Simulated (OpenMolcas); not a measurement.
# HNO2 (nitrous acid): HF/ANO-L-VDZ (Cholesky decomposition)

What is the vertical singlet–triplet gap of HNO2 (nitrous acid) at HF/ANO-L-VDZ (Cholesky decomposition)? 

The calculation is run with OpenMolcas 26.06.

### Step 1. Starting point

HNO2 has 4 atoms, charge 0, and is taken as a singlet. SMILES: `O=NO`. The coordinates come from a GFN2-xTB relaxation.

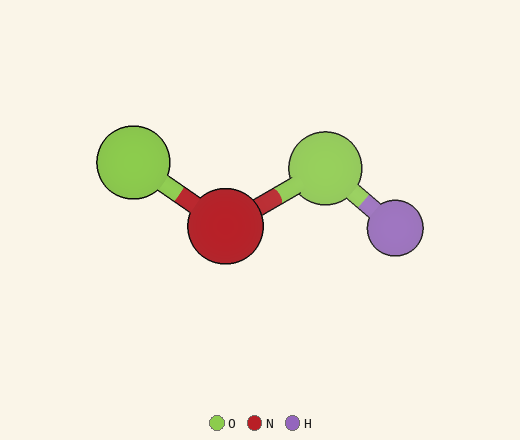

The structure, seen from a chosen angle (oxygen green, nitrogen red, hydrogen purple).

### Step 2. A single-point energy at HF/ANO-L-VDZ (Cholesky decomposition)

job.input reads:

```
* HNO2 Hartree-Fock
>>> EXPORT MOLCAS_PRINT=2

&GATEWAY
  Coord
  4
  angstrom
  O        0.424700       0.045690       1.471310
  N        0.319310      -0.411420       0.387280
  O       -0.357270       0.415910      -0.505360
  H       -0.386730      -0.050180      -1.353230
  Basis = ANO-L-VDZ
  Group = NoSym

&SEWARD
  Medium

&SCF
  PrOrbitals = 0
```

On the command line:

```sh
$ export MOLCAS_MEM=1860
$ pymolcas job.input > job.log
```

The program printed:

```text
--- Start Module: gateway ---
[...]
--- Stop Module: gateway /rc=_RC_ALL_IS_WELL_ ---
--- Start Module: seward ---
[...]
      Basis functions           29
--- Stop Module: seward /rc=_RC_ALL_IS_WELL_ ---
--- Start Module: scf ---
[...]
       Convergence after  13 Iterations
[...]
::    Total SCF energy                               -204.5719810936
[...]
      Total spin, S                                     0.0000000000
[...]
      Total electronic charge=   24.000000
      Total            charge=   -0.000000
[...]
      Dipole Moment (debye):
      Origin of the operator (angstrom)=    0.1098    0.0334    0.4151
                   X= -1.4975E-01               Y= -1.3003E+00               Z= -2.5882E+00           Total=  2.9003E+00
      Quadrupole Moment (debye*angstrom):
[...]
--- Stop Module: scf /rc=_RC_ALL_IS_WELL_ ---
[...]
```

Run time: 2 s. Hardware: 1 thread of Arm Neoverse V1, shared host; peak memory 0.082 GiB.

### Step 3. The triplet, same level

job.inp reads:

```
* HNO2 Hartree-Fock
>>> EXPORT MOLCAS_PRINT=2
&GATEWAY
Coord
4
angstrom
O        0.424700       0.045690       1.471310
N        0.319310      -0.411420       0.387280
O       -0.357270       0.415910      -0.505360
H       -0.386730      -0.050180      -1.353230
Basis=ANO-L-VDZ
Group=NoSym
&SEWARD
Medium
&SCF
UHF
Spin=3
PrOrbitals=0
```

On the command line:

```sh
$ export MOLCAS_MEM=1860
$ pymolcas job.inp > job.log
```

The program printed:

```text
--- Start Module: gateway ---
[...]
--- Stop Module: gateway /rc=_RC_ALL_IS_WELL_ ---
--- Start Module: seward ---
[...]
      Basis functions           29
--- Stop Module: seward /rc=_RC_ALL_IS_WELL_ ---
--- Start Module: scf ---
[...]
       Convergence after  23 Iterations
[...]
::    Total SCF energy                               -204.5359611858
[...]
      Total spin, S                                     1.0138125629
[...]
      Total electronic charge=   24.000000
      Total            charge=   -0.000000
[...]
      Dipole Moment (debye):
      Origin of the operator (angstrom)=    0.1098    0.0334    0.4151
                   X= -2.5510E-01               Y= -8.9189E-01               Z= -2.2763E+00           Total=  2.4581E+00
      Quadrupole Moment (debye*angstrom):
[...]
--- Stop Module: scf /rc=_RC_ALL_IS_WELL_ ---
[...]
```

Wall time 2.6 s (1 thread of Arm Neoverse V1, shared host); peak memory 0.082 GiB.

### Step 4. Results

Level: HF/ANO-L-VDZ (Cholesky decomposition).

| quantity | value |
| --- | --- |
| singlet: total energy | -204.57198 Eh |
| singlet: dipole moment | 2.90 D |
| singlet: HOMO energy | -12.96 eV |
| singlet: LUMO energy | 1.53 eV |
| singlet: HOMO–LUMO gap | 14.49 eV |
| triplet: total energy | -204.53596 Eh |
| triplet: dipole moment | 2.46 D |
| triplet: HOMO energy (highest over α and β) | -11.83 eV |
| triplet: LUMO energy (lowest over α and β) | 0.34 eV |
| triplet: ⟨S²⟩ | 2.042 |
| vertical energy of the triplet above the singlet | 0.980 eV |

In words: At this shape the triplet lies 0.98 eV (94.6 kJ/mol) above the singlet. Mulliken charges (triplet) run from -0.41 on O3 to +0.34 on H4.
